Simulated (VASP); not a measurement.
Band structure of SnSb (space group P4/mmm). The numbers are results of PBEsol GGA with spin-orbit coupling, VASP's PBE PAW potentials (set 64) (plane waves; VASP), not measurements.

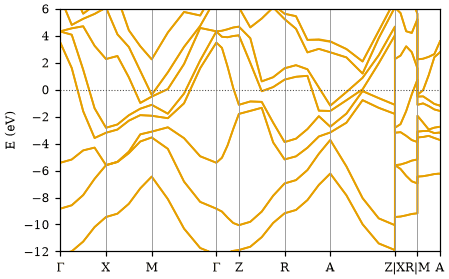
Bands along high-symmetry lines, zero at the valence-band maximum or, without a gap, the Fermi level

Task: Read the plot: is there a gap, and where are the band edges?

Result: It has no gap at this level: it comes out as a metal or semimetal.

The structure comes from a computed database's SnSb entry (P4/mmm); how it stands against other phases isn't given here. It was relaxed first.
